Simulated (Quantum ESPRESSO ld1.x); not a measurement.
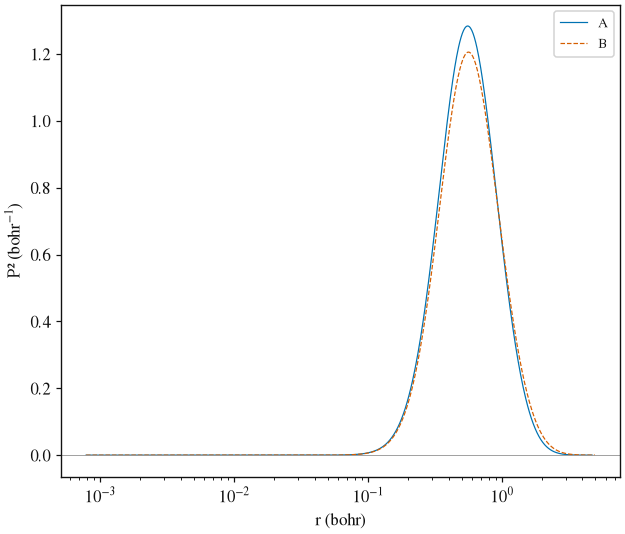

Two charge states of gadolinium were computed: Gd³⁺ in [Xe] 4f7 (4f5/2: 6, 4f7/2: 1); Gd⁴⁺ in [Xe] 4f6 (4f5/2: 6). Level of theory: Dirac Kohn-Sham, HCTH/120, spin-unpolarised, spherical densities, point nucleus. Computed with Quantum ESPRESSO ld1.x 7.5.

The plot shows P² of the 4f5/2 orbital in both runs (large components where relativistic).

Q: Which curve belongs to which run?

Answer: A is Gd⁴⁺ in [Xe] 4f6 (4f5/2: 6) (⟨r⟩ = 0.791 bohr, eigenvalue −55.0 eV); B is Gd³⁺ in [Xe] 4f7 (4f5/2: 6, 4f7/2: 1) (⟨r⟩ = 0.838 bohr, eigenvalue −34.9 eV). Fewer electrons screen less, so the orbital shrinks.
